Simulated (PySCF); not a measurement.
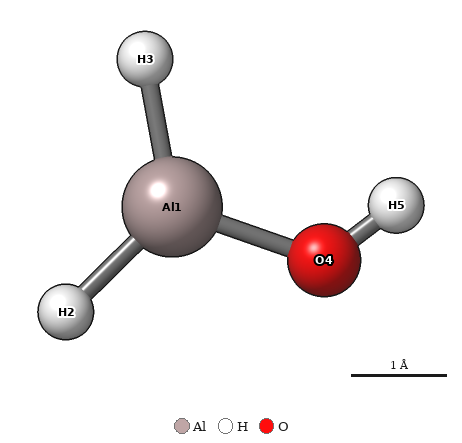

The structure (ball-and-stick view, seen on its broad side; atoms are numbered from 1 in the order of the input). Sticks mark near contacts.

# AlH₃O: a changed input and its effect

System: AlH₃O.
Method of the first run: RKS PBE-D4/def2-TZVPP, density fitting (PySCF 2.14.0).

The geometry comes from this level: PBE0-D4/def2-TZVP. Text and figures count atoms from 1; the logs count them from 0 in places.

### Input, the first run
```python
import json, numpy as np
from pyscf import gto, scf, dft, mp, cc
EV, BOHR = 27.211386245988, 0.529177210903
mol = gto.M(atom="""
Al -0.681216 -0.377524 -0.119549
H -0.538059 -1.278320 -1.406161
H -0.819450 -0.940379 1.355685
O -0.682390 1.297847 -0.381704
H -0.762895 1.938815 0.322593
""", basis="def2-tzvpp", charge=0, spin=0, max_memory=8670, verbose=0)
def mean_field(mol, dm=None):
    mf = dft.RKS(mol, xc="pbe").density_fit()
    mf.conv_tol = 1e-9; mf.grids.level = 4
    mf.kernel(dm0=dm)
    if not mf.converged: mf = mf.newton().run(mf.mo_coeff, mf.mo_occ)
    assert mf.converged
    return mf
def d4(mol):
    from pyscf.dispersion.dftd4 import DFTD4Dispersion
    real = gto.M(atom=[(mol.atom_pure_symbol(i), mol.atom_coord(i)) for i in range(5)], unit='B', charge=mol.charge, spin=None, basis='def2-svp', verbose=0)
    r = DFTD4Dispersion(real, xc="pbe", atm=True).get_dispersion(grad=True); return r["energy"], r["gradient"]
def energy_and_gradient(mol, dm=None):
    mf = mean_field(mol, dm); e, g = d4(mol)
    return mf, (mf.e_tot + e) * EV, (mf.nuc_grad_method().kernel()[:5] + g) * EV / BOHR
out = {}
mf = mean_field(mol); e = d4(mol)[0]
out.update(energy=(mf.e_tot + e) * EV, converged=True, dispersion=e * EV)
out['s2'] = mf.spin_square()[0]; out['nelec'] = mol.nelec
print(f"Total energy {out['energy']:.6f} eV, <S^2> {out['s2']:.4f}")
json.dump(out, open("out.json", "w"), default=float)
```

Launched with:
```bash
OMP_NUM_THREADS=4 python run.py
```

Hardware: 4 threads of Arm Neoverse V2, 23 GiB of memory available, shared host.

### Output (the first run)
```
Total energy -8688.939978 eV, <S^2> 0.0000
```

The input of the second run differs as follows (lines with − go, lines with + come):
```diff
-    mf = dft.RKS(mol, xc="pbe").density_fit()
+    mf = dft.RKS(mol, xc="pbe0").density_fit()
-    r = DFTD4Dispersion(real, xc="pbe", atm=True).get_dispersion(grad=True); return r["energy"], r["gradient"]
+    r = DFTD4Dispersion(real, xc="pbe0", atm=True).get_dispersion(grad=True); return r["energy"], r["gradient"]
```

What does this change do to the results?

The total energies belong to different models, so their difference says nothing on which is more stable or more accurate. The functional changes from PBE to PBE0.

### Output (the second run)
```
Total energy -8689.608895 eV, <S^2> 0.0000
```

### The two runs side by side

```csv
quantity,the first run,the second run
outcome,converged,converged
total energy (hartree),−319.312655,−319.337237
basis functions,115,115
wall time (shared host),3 s,2.6 s
```
